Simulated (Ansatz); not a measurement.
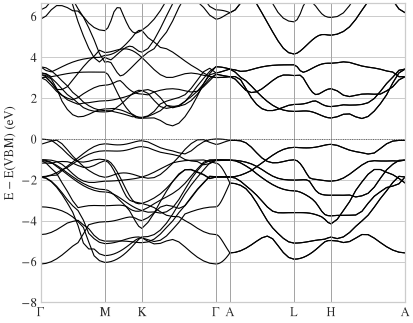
Fig. 1. Band structure from plane-wave PAW LDA (Ansatz code)

### Question
Read off the gap and where the band edges lie.

### Answer
About 0.6 eV (0.64 eV by a search for the band edges); maximum at Γ, minimum on the K–Γ line, 41 % of the way from K.

### Question
Which of these materials gives this?
A. AgI, P6_3mc (Ag on 2a, Ag on 2b, I on 2a, I on 2b)
B. Te2Mo, P6_3/mmc (Te on 4f, Mo on 2c)
C. GaN, P6_3/mmc (Ga on 2d, N on 2b)
D. GaN, wurtzite

### Answer
B, Te2Mo, P6_3/mmc (Te on 4f, Mo on 2c)

Symmetry was held in the LDA relaxation. The run is not spin-polarised. A crystal of weakly bound layers computed without a dispersion correction: the cell and the soft elastic constants depend strongly on that. Scalar-relativistic: spin–orbit coupling is off unless named, which matters more the heavier the elements.

Potentials: the earlier of the program's two PAW sets. The files were generated under PBE; for other functionals the program regenerates the frozen cores, and for LDA and PBEsol the local potential too.
